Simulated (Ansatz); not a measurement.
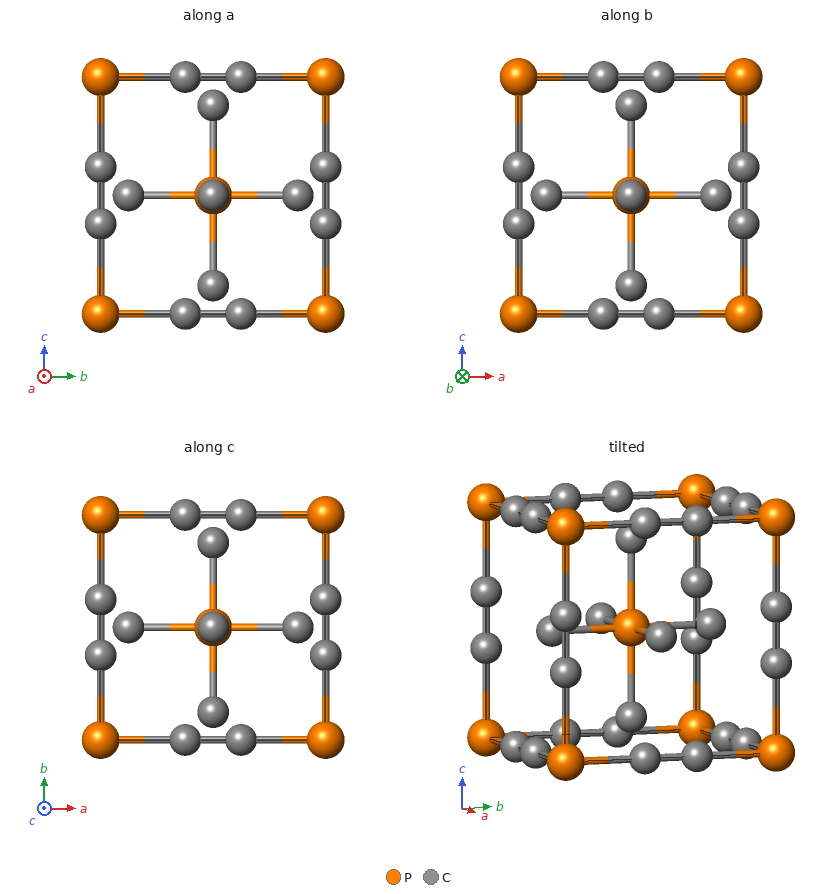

An orthographic ball-and-stick view of the structure, along the a axis, along the b axis, along the c axis and slightly off an axis. The frame is the conventional unit cell; atoms at its boundary are shown with their periodic copies.

Lattice parameters: a = 5.033 Å, b = 5.033 Å, c = 5.299 Å, α = 90.00°, β = 90.00°, γ = 90.00°. Put a along x and b in the xy plane.

Question: Reconstruct the structure as a POSCAR file, with free fractional coordinates to two decimals.

Answer:
```
P C
1.0
     5.033    0.000    0.000
     0.000    5.033    0.000
     0.000    0.000    5.299
P C
2 12
Direct
  0.00 0.00 0.00
  0.50 0.50 0.50
  0.62 0.00 0.00
  0.38 0.00 0.00
  0.00 0.00 0.62
  0.00 0.00 0.38
  0.00 0.62 0.00
  0.00 0.38 0.00
  0.12 0.50 0.50
  0.88 0.50 0.50
  0.50 0.50 0.12
  0.50 0.50 0.88
  0.50 0.12 0.50
  0.50 0.88 0.50
```

Its origin is a structure type filled with these elements by a generator (whether the compound takes this form wasn't checked). Earlier steps of the study may have refined or changed the cell and positions. It was run through Ansatz as a DFT input.
